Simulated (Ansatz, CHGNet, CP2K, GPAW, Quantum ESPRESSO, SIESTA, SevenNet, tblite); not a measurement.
**SIESTA runs on liquid diethyl ether at 300 K (75 atoms)**

Wanted: SIESTA inputs and outputs for liquid diethyl ether at 300 K (75 atoms), checked against a plane-wave reference.

Program: SIESTA 5.4.2. Level of theory: the method is named at each step. Results are calculated unless marked as measured.

### 1. Set-up

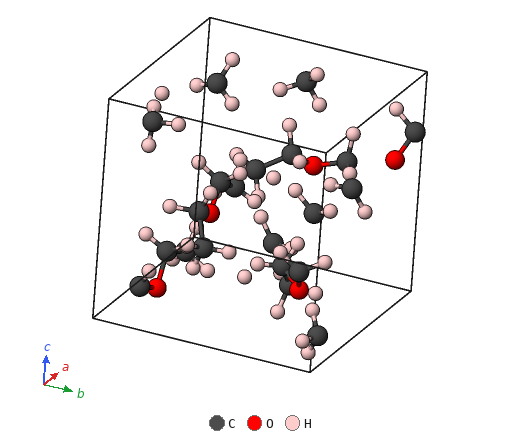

The starting structure, seen from a free direction (carbon dark grey, oxygen red, hydrogen pink). Bonds to atoms that aren't drawn are left out. Some periodic images of atoms are drawn too.

The cell holds 75 atoms: 20 C, 5 O and 50 H. Cell: a = 9.535 Å, b = 9.535 Å, c = 9.535 Å, α = 90.0°, β = 90.0°, γ = 90.0°. 5 diethyl ether placed at random, at 0.71 g/cm³; overlaps pushed apart, then 10 ps at 450 K with MMFF94 bonds, angles, torsions, charges and radii (Halgren, J. Comput. Chem. 17, 490 (1996)) in harmonic and 12-6 forms. Snapshot after 20 ps at 300 K and fixed volume. Then every atom was moved at random, 0.05 Å r.m.s. a Cartesian component (hydrogen 0.6 of that).

The yardstick, on the same geometry:

- method: Kohn-Sham DFT, PBE, SSSP efficiency 1.3.0 pseudopotentials, plane waves (Quantum ESPRESSO 7.5); sssp-pbe-1.3.0-efficiency, cutoffs 60/480 Ry, Γ point
- r.m.s. force component: 1.842 eV/Å
- longest force: 7.469 eV/Å
- pressure: 2.032 GPa
- gap (highest filled to lowest empty level): 4.348 eV
- time: 51 s on 2 MPI ranks of Arm Neoverse V1, shared host
- CPU time: 1.7 min

### 2. PBE, DZP, shift 0.01 Ry, mesh 500 Ry

Method: Kohn-Sham DFT, PBE, PseudoDojo 0.4.1 norm-conserving pseudopotentials (converted to PSML), numerical atomic orbitals (DZP), diagonalisation.

The .psml files are PseudoDojo norm-conserving potentials that we converted to this format, checked against plane waves on the same files for H, C, O, Si, Ge and Ca alone.

input.fdf reads:

```
SystemLabel cell
NumberOfAtoms 75
NumberOfSpecies 3
%block ChemicalSpeciesLabel
  1 6 C
  2 8 O
  3 1 H
%endblock ChemicalSpeciesLabel
LatticeConstant 1.0 Ang
%block LatticeVectors
  9.53465 0.00000 0.00000
  0.00000 9.53465 0.00000
  0.00000 0.00000 9.53465
%endblock LatticeVectors
PAO.BasisSize DZP
PAO.EnergyShift 0.01 Ry
XC.Functional GGA
XC.Authors PBE
MeshCutoff 500 Ry
%block kgrid_Monkhorst_Pack
  1 0 0 0.0
  0 1 0 0.0
  0 0 1 0.0
%endblock kgrid_Monkhorst_Pack
SolutionMethod diagon
OccupationFunction FD
ElectronicTemperature 580 K
SCF.Mixer.Method Pulay
SCF.Mixer.Weight 0.15
SCF.Mixer.History 8
SCF.Mix Hamiltonian
MaxSCFIterations 300
SCF.DM.Tolerance 1e-04
SCF.H.Tolerance 1.0e-3 eV
WriteForces T
Write.HirshfeldPop T
Write.VoronoiPop T
Write.DM F
Write.H F
XML.Write F
AtomicCoordinatesFormat Fractional
%block AtomicCoordinatesAndAtomicSpecies
  0.90448 0.09480 0.75948 1
  0.00233 0.96484 0.71498 1
  0.94067 0.90949 0.59752 2
  0.01206 0.78599 0.53118 1
  0.92943 0.72932 0.42610 1
  0.94717 0.13785 0.86176 3
  0.80474 0.04715 0.77539 3
  0.90580 0.16872 0.68341 3
  0.10851 0.99161 0.69232 3
  0.99706 0.87441 0.79985 3
  0.03532 0.71199 0.62357 3
  0.09747 0.83270 0.48762 3
  0.87570 0.81877 0.36197 3
  0.84694 0.66659 0.45950 3
  0.00499 0.67078 0.35218 3
  0.11279 0.34961 0.34946 1
  0.19959 0.22703 0.28749 1
  0.14956 0.21538 0.13627 2
  0.23111 0.10301 0.08504 1
  0.15347 0.95644 0.09960 1
  0.12965 0.44744 0.27931 3
  0.15489 0.37267 0.44956 3
  0.00367 0.33925 0.35187 3
  0.31074 0.26828 0.27903 3
  0.18041 0.13532 0.34992 3
  0.33619 0.09419 0.11404 3
  0.22368 0.14202 0.97723 3
  0.18964 0.87476 0.04129 3
  0.04192 0.96732 0.06627 3
  0.14085 0.92989 0.21443 3
  0.57466 0.35090 0.47225 1
  0.67328 0.24300 0.43182 1
  0.65639 0.21296 0.28850 2
  0.75185 0.12191 0.23748 1
  0.76418 0.14734 0.07416 1
  0.46992 0.30732 0.47769 3
  0.58730 0.44025 0.42314 3
  0.59531 0.35772 0.58948 3
  0.79420 0.27705 0.43325 3
  0.68334 0.13358 0.49056 3
  0.70184 0.00990 0.25262 3
  0.85105 0.12473 0.28630 3
  0.82187 0.24084 0.05632 3
  0.65800 0.15397 0.02364 3
  0.82470 0.04911 0.03994 3
  0.46843 0.00446 0.72404 1
  0.52229 0.87260 0.73470 1
  0.41494 0.76897 0.73162 2
  0.48003 0.63878 0.72621 1
  0.38174 0.52239 0.66463 1
  0.39712 0.02476 0.64707 3
  0.54504 0.08860 0.70269 3
  0.40940 0.02970 0.81868 3
  0.60487 0.85337 0.64650 3
  0.60850 0.85461 0.82502 3
  0.50250 0.60877 0.84362 3
[... 15 atom lines left out ...]
  0.52872 0.49987 0.17472 3
  0.35241 0.68322 0.24411 3
  0.37205 0.67364 0.05777 3
  0.45208 0.80493 0.14449 3
%endblock AtomicCoordinatesAndAtomicSpecies
```

The run is started by

```
$ OMP_NUM_THREADS=1 mpirun -np 2 siesta < input.fdf > output.txt
```

The log of the run:

```text
Version         : 5.4.2
reinit: System Name:
reinit: System Label: cell
initatom: Reading input for the pseudopotentials and atomic orbitals ----------
Species number:   1 Atomic number:    6 Label: C
Species number:   2 Atomic number:    8 Label: O
Species number:   3 Atomic number:    1 Label: H
Ground state valence configuration (from tables):   2s02  2p02  3d00  4f00
Ground state valence configuration (from tables):   2s02  2p04  3d00  4f00
Ground state valence configuration (from tables):   1s01  2p00  3d00  4f00
---- Processing specs for species: C
GGA--PBE XC_GGA_X_PBE--XC_GGA_C_PBE pb
---- Processing specs for species: O
GGA--PBE XC_GGA_X_PBE--XC_GGA_C_PBE pb
---- Processing specs for species: H
GGA--PBE XC_GGA_X_PBE--XC_GGA_C_PBE pb
C pseudopotential only contains V_ls up to l=1 -- lmxkb reset.
O pseudopotential only contains V_ls up to l=2 -- lmxkb reset.
H pseudopotential only contains V_ls up to l=1 -- lmxkb reset.
Using PAO.SplitTailNorm
%block ChemicalSpeciesLabel
    1    6 C                       # Species index, atomic number, species label
    2    8 O                       # Species index, atomic number, species label
    3    1 H                       # Species index, atomic number, species label
%endblock ChemicalSpeciesLabel
%block PAO.Basis                 # Define Basis set
C                     2                    # Species label, number of l-shells
 n=2   0   2                         # n, l, Nzeta
   4.484      3.048
   1.000      1.000
 n=2   1   2 P   1                   # n, l, Nzeta, Polarization, NzetaPol
   5.436      3.692
[...]
O                     2                    # Species label, number of l-shells
 n=2   0   2                         # n, l, Nzeta
[...]
n=2   1   2 P   1                   # n, l, Nzeta, Polarization, NzetaPol
[...]
H                     1                    # Species label, number of l-shells
 n=1   0   2 P   1                   # n, l, Nzeta, Polarization, NzetaPol
   5.233      3.529
   1.000      1.000
%endblock PAO.Basis
coor:   Atomic-coordinates input format  =     Fractional
siesta: System type = bulk
initatomlists: Number of atoms, orbitals, and projectors:     75   575   475
siesta: ******************** Simulation parameters ****************************
Total number of electrons:   160.000000
Total ionic charge:   160.000000
 Kpoints in:            1 . Kpoints trimmed:            1
siesta: k-grid: Number of k-points = 1
siesta: k-points from Monkhorst-Pack grid
siesta: k-cutoff (effective) =     4.767 Ang
siesta: k-point supercell and displacements
siesta: k-grid:     1     0     0      0.000
siesta: k-grid:     0     1     0      0.000
siesta: k-grid:     0     0     1      0.000
                     ====================================
                        Single-point calculation
                     ====================================
outcell: Unit cell vectors (Ang):
        9.534650    0.000000    0.000000
        0.000000    9.534650    0.000000
        0.000000    0.000000    9.534650
outcell: Cell vector modules (Ang)   :    9.534650    9.534650    9.534650
outcell: Cell angles (23,13,12) (deg):     90.0000     90.0000     90.0000
outcell: Cell volume (Ang**3)        :    866.7907
Gamma-point calculation with multiply-connected orbital pairs
Gamma-point calculation with multiply-connected orbital pairs
Folding of H and S implicitly performed
Folding of H and S implicitly performed
new_DM -- step:     1
Initializing Density Matrix...
Attempting to read DM from file... Failed...
DM filled with atomic data:
InitMesh: MESH = 144 x 144 x 144 = 2985984
InitMesh: Mesh cutoff (required, used) =   500.000   630.402 Ry
stepf: Fermi-Dirac step function
        iscf     Eharris(eV)        E_KS(eV)     FreeEng(eV)     dDmax    Ef(eV) dHmax(eV)
   scf:    1    -6344.020890    -6300.134759    -6300.134759  1.968436 -4.176491  7.531264
   scf:    2    -6312.452191    -6306.673546    -6306.673546  0.058905 -3.833791  5.139379
   scf:    3    -6313.603863    -6311.946384    -6311.946384  0.138420 -3.089230  0.903989
[...]
scf:   10    -6312.288505    -6312.288503    -6312.288503  0.000138 -3.029628  0.000786
   scf:   11    -6312.288504    -6312.288504    -6312.288504  0.000051 -3.029655  0.000258
SCF Convergence by DM+H criterion
max |DM_out - DM_in|         :     0.0000514874
max |H_out - H_in|      (eV) :     0.0002576445
SCF cycle converged after 11 iterations
Using DM_out to compute the final energy and forces
siesta: E_KS(eV) =            -6312.2885
siesta: E_KS - E_eggbox =     -6312.2885
siesta: Atomic forces (eV/Ang):
     1    3.321859   -3.839619    3.219889
     2   -2.465088   -0.518194    2.196208
     3   -1.472537   -1.239776   -2.471468
[...]
74    0.778638   -0.579340    0.942437
    75    0.779279    0.292254    0.538999
----------------------------------------
   Tot   -0.001564    0.001230    0.001175
----------------------------------------
   Max    7.189949
   Res    2.053493    sqrt( Sum f_i^2 / 3N )
----------------------------------------
   Max    7.189949    constrained
Stress tensor Voigt[x,y,z,yz,xz,xy] (kbar):      -39.54      -53.89      -33.38      -13.72        0.93       -3.36
(Free)E + p*V (eV/cell)    -6289.4198
Target enthalpy (eV/cell)    -6312.2885
siesta: Program's energy decomposition (eV):
siesta: Ebs     =     -2056.905747
siesta: Eions   =     10468.993286
siesta: Ena     =      2639.868561
siesta: Ekin    =      4510.218671
siesta: Enl     =      -588.587544
siesta: DEna    =      -207.030446
siesta: DUscf   =        22.369784
siesta: Ex      =     -2047.864497
siesta: Ec      =      -172.269746
siesta: Exc     =     -2220.134243
siesta: Eharris =     -6312.288504
siesta: Etot    =     -6312.288504
siesta: FreeEng =     -6312.288504
siesta: Final energy (eV):
siesta:  Band Struct. =   -2056.905747
siesta:       Kinetic =    4510.218671
siesta:       Hartree =    4488.759791
siesta:         Exch. =   -2047.864497
siesta:         Corr. =    -172.269746
siesta:   Exch.-corr. =   -2220.134243
siesta:  Ion-electron =  -13007.723360
siesta:       Ion-ion =     -83.409363
siesta:         Total =   -6312.288504
siesta:         Fermi =      -3.029655
siesta: Stress tensor (static) (eV/Ang**3):
siesta:    -0.024679   -0.002094    0.000582
siesta:    -0.002094   -0.033638   -0.008564
siesta:     0.000582   -0.008564   -0.020833
siesta: Cell volume =        866.790747 Ang**3
siesta: Pressure (static):
siesta:                Solid            Molecule  Units
siesta:           0.00028735          0.00029807  Ry/Bohr**3
siesta:           0.02638321          0.02736752  eV/Ang**3
siesta:          42.27056118         43.84760556  kBar
    Orbital volume contribution        =          21.315268 eV
    (Free)E + p_basis*V_orbitals       =       -6290.973236 eV
    (Free)Eharris+ p_basis*V_orbitals  =       -6290.973236 eV
Hirshfeld Atomic Populations:
Atom #   charge [q] valence [e]  Species
     1    -0.089007    4.089007  C
     2     0.024673    3.975327  C
     3    -0.114047    6.114047  O
     4     0.020918    3.979082  C
[...]
6     0.030212    0.969788  H
     7     0.023625    0.976375  H
     8     0.023894    0.976106  H
[...]
18    -0.095635    6.095635  O
[...]
33    -0.094251    6.094251  O
[...]
--------------------
 Total     0.000001
Voronoi Atomic Populations:
Atom #   charge [q] valence [e]  Species
[...]
48    -0.104109    6.104109  O
[...]
63    -0.094135    6.094135  O
    64     0.050283    3.949717  C
    65    -0.006976    4.006976  C
[...]
74    -0.008286    1.008286  H
    75    -0.006822    1.006822  H
--------------------
 Total     0.000001
```

Wall time 80 s (2 MPI ranks of Arm Neoverse V1, shared host); peak memory 1.4 GiB.

Banners, paths, timers and routine set-up lines are dropped from the logs unmarked, and long logs keep their key lines alone; longer cuts are marked.

Numbers from this run, and their distance from the reference:

| Property | Result |
| --- | --- |
| r.m.s. force component | 2.053 eV/Å |
| r.m.s. difference of force components | 378.6 meV/Å |
| longest difference of force vectors | 1210 meV/Å |
| force difference over r.m.s. force | 20.56 % |
| slope of forces against the reference's | 1.101 |
| correlation of force components | 0.987 |
| gap (highest filled to lowest empty level) | 4.899 eV |
| gap difference | 0.5514 eV |
| pressure | 4.227 GPa |
| pressure difference | 2.195 GPa |

Length of the force difference by element (eV/Å):

| element | atoms | mean | most |
| --- | --- | --- | --- |
| C | 20 | 0.60 | 0.95 |
| H | 50 | 0.65 | 1.2 |
| O | 5 | 0.3 | 0.36 |

Levels nearest the highest filled one (eV from it): -2.61, -2.39, -2.24, -2.08, -2.02, -1.93, -1.45, -0.44, -0.36, -0.07, -0.03, 0.00, 4.90, 5.70, 5.72, 5.79, 5.91, 6.02, 6.26, 6.44, 6.46, 6.56, 6.69, 6.75.

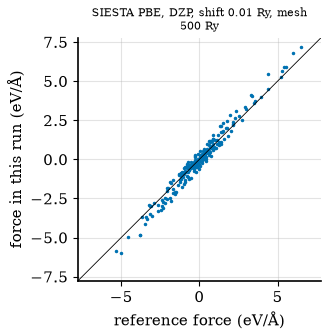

Force components against those of the reference; the line marks equality.

A closer look about O18, one of the 5 O atoms: 13 atoms, nearest first, numbered in the order of the input, with positions taken from that point.

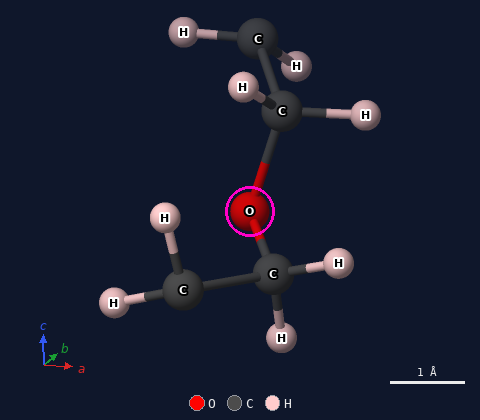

The atoms of the table, within 2.8 Å (arrows a, b, c point along x, y, z); some may hide others; the central atom is ringed.

| atom | x | y | z | distance (Å) | bonds | Hirshfeld charge (e) | Fx | Fy | Fz (eV/Å) |
| --- | --- | --- | --- | --- | --- | --- | --- | --- | --- |
| O18 | 0.00 | 0.00 | 0.00 | 0.00 | 2 | -0.10 | 1.13 | -0.34 | 4.01 |
| C19 | 0.78 | -1.07 | -0.49 | 1.41 | 4 | 0.01 | -4.16 | -1.33 | -2.93 |
| C17 | 0.48 | 0.11 | 1.44 | 1.52 | 4 | 0.03 | -1.63 | 3.75 | -2.13 |
| H27 | 0.71 | -0.70 | -1.52 | 1.81 | 1 | 0.01 | 0.75 | -0.86 | -1.47 |
| H24 | 1.54 | 0.50 | 1.36 | 2.11 | 1 | 0.03 | -0.18 | -0.84 | 0.35 |
| H26 | 1.78 | -1.16 | -0.21 | 2.13 | 1 | 0.03 | 2.84 | 0.23 | 1.22 |
| H25 | 0.29 | -0.76 | 2.04 | 2.20 | 1 | 0.03 | 0.16 | -1.60 | 0.53 |
| C16 | -0.35 | 1.28 | 2.03 | 2.43 | 4 | -0.09 | 2.65 | 1.00 | -2.74 |
| C20 | 0.04 | -2.47 | -0.35 | 2.49 | 4 | -0.09 | -1.82 | 4.03 | 2.78 |
| H21 | -0.19 | 2.21 | 1.36 | 2.61 | 1 | 0.02 | 0.07 | -0.88 | 0.62 |
| H29 | -1.03 | -2.37 | -0.67 | 2.66 | 1 | 0.02 | -0.09 | 0.36 | -0.19 |
| H23 | -1.39 | 1.18 | 2.06 | 2.75 | 1 | 0.02 | -2.66 | -0.82 | 0.23 |
| H30 | -0.08 | -2.72 | 0.75 | 2.82 | 1 | 0.02 | 0.44 | -0.23 | -0.33 |

Forces lie 21 % from the reference's, at 1.6 times its CPU time.

### 3. What came out

- force difference from the reference: SIESTA PBE, DZP, shift 0.01 Ry, mesh 500 Ry, 21 %
- its CPU time: 2.7 min

What this shows: The PBE run in local orbitals differs by 21 % (SIESTA PBE, DZP, shift 0.01 Ry, mesh 500 Ry); basis, grid and potentials can all enter. SIESTA PBE, DZP, shift 0.01 Ry, mesh 500 Ry stiffens the forces by a factor of 1.10 while following their directions (correlation 0.987). At the same functional, the gap of SIESTA PBE, DZP, shift 0.01 Ry, mesh 500 Ry lies 0.55 eV above the reference's 4.35 eV. A likely cause of the wide gaps: compact atomic orbitals describe empty levels worse than filled ones. In pressure, SIESTA PBE, DZP, shift 0.01 Ry, mesh 500 Ry misses by +2.2 GPa, at the same functional. With short bonds to hydrogen, sets of potentials differ among themselves by several per cent in forces even at converged cutoffs, so the reference isn't exact here either. The reference's pressure holds the uncorrected Pulay stress of its 60 Ry basis, so small pressure differences, and their order, may be the reference's own error. The network of contacts between molecules at the start is that of the classical potential that made the cell, and needn't be the one that DFT or experiment would give. The reference's PBE has no dispersion term, which matters for the binding between molecules or layers. The electronic-structure runs sample only Γ, in a cell whose shortest periodic width is 10 Å.

[Also dropped from logs without a mark: logging warnings of Python, and SIESTA's first energy breakdown and zero terms.]

[Logs are printed without paths, hosts, clocks, repeated set-up lines and the standing remarks that a program may print on its own settings, such as how far it seeks lower states.]

[Hosts, paths, dates, database ids (printed as entryN), source tags and the programs' standing remarks are cut or masked in the printed files.]

[The MMFF94 radii named for the starting cell were scaled by 0.96; in molecules described by MMFF94, hydrogen bound to N, O or S took a small fixed 12-6 site in their place.]
